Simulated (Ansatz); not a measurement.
FGaH4O3···H2

Input

```
crystal:
  periodic: [false, false, false]
  atoms:
    - { symbol: Ga, position_ang: [-0.149611, -0.770764, -0.007091] }
    - { symbol: H, position_ang: [-0.189437, 1.68363, -1.420379] }
    - { symbol: O, position_ang: [-0.61892, -0.768065, -1.724551] }
    - { symbol: O, position_ang: [-1.330971, -0.38364, 1.285156] }
    - { symbol: H, position_ang: [1.720302, 0.155719, 1.179412] }
    - { symbol: F, position_ang: [1.209064, -1.835954, 0.451322] }
    - { symbol: H, position_ang: [0.147681, 1.986574, -0.880495] }
    - { symbol: O, position_ang: [1.04169, 0.741227, 0.803851] }
    - { symbol: H, position_ang: [-0.026877, -1.297009, -2.271506] }
    - { symbol: H, position_ang: [-2.255207, -0.491003, 1.043278] }
    - { symbol: H, position_ang: [0.452385, 0.979284, 1.540903] }
basis:
  gaussian: { orbitals: def2-SVP }
hamiltonian:
  xc: pbe0
  dispersion: d4
relax:
  f_tol: 0.03
  max_steps: 50
output:
  orbitals: {}
```

Run with:

```sh
ansatz run input.yaml --threads 2 --pin off --max-ram 3072MiB --backend cpu --events-out ev --progress --plain --runs-dir out
```

The fields are those of the relaxed geometry.

All numbers below come from RKS PBE0-D4/def2-SVP in Ansatz.

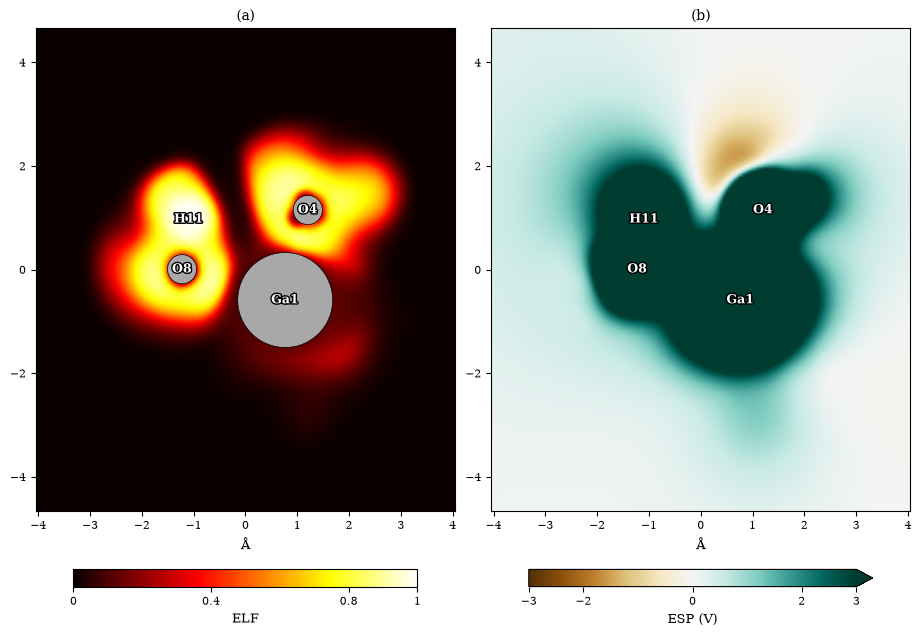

Figure 1. (a) ELF; (b) molecular electrostatic potential on the plane of atoms O4, Ga1 and O8. Grey discs cover the atomic cores in the ELF map.

Q: What do the fields say about this system?

A:
- The section cuts through Ga, O and H sites.
- Ga–O (1.79 Å): the ELF peaks at about 0.85 in the valence shell of O, 0.6 Å from its nucleus, and is about 0.25 at the midpoint.
- O–H (0.97 Å): the ELF climbs to about 1 towards the hydrogen, as it does in any bond to H; an ordinary covalent bond to hydrogen.
- The ELF also peaks beside O4, away from the bonds: lone-pair regions.
- Outside the dense part of the complex the potential is most negative (−1.5 V) near O4.

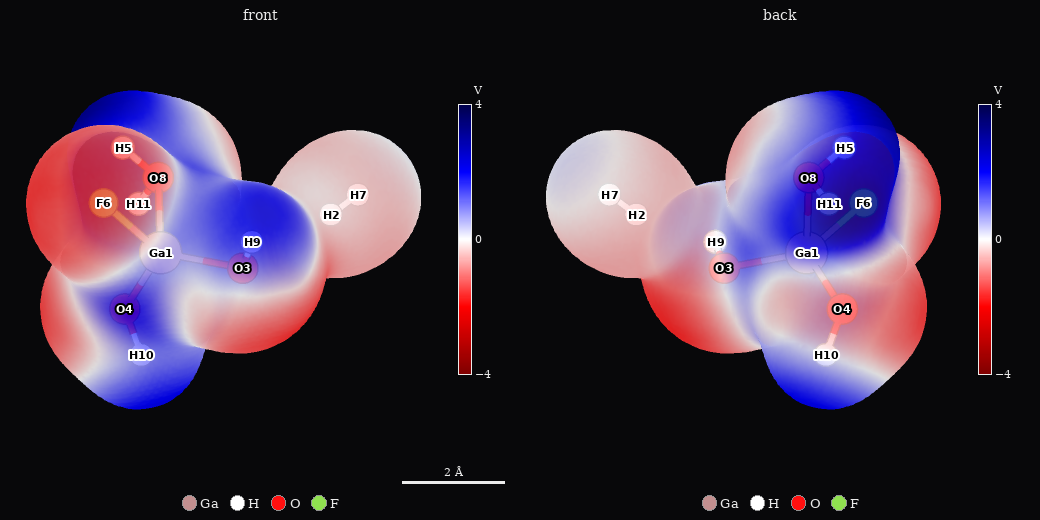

Figure 2. The molecular electrostatic potential painted on the density surface at 0.002 e/bohr³, seen from the front and from behind; red is negative and blue positive.

Q: Describe the electrostatic potential map.

A: The most negative region (about −1.7 V) lies over O3 and F6, the most positive (about +3.1 V) over H5.

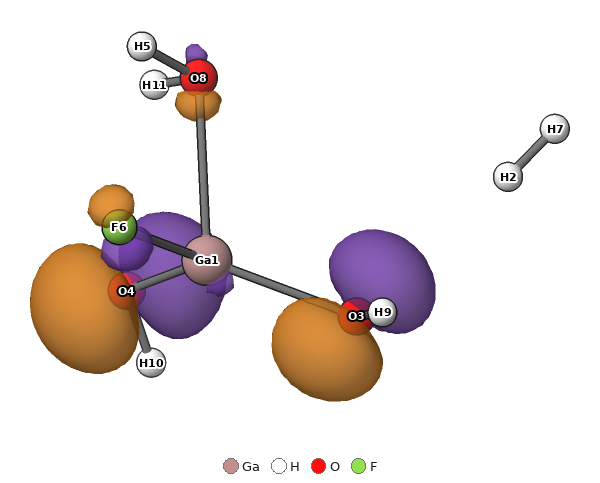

Figure 3. The HOMO−1 at ±0.2 Å⁻³ᐟ² (orange and purple are the two phases), seen across its widest extent.

Q: Where does this orbital lie, and at what energy?

A: It lies mainly on O4 (about 45 %), O3 (about 30 %) and Ga1 (about 10 %); largely a combination of lone pairs on O4 and O3. Its energy is −8.66 eV.
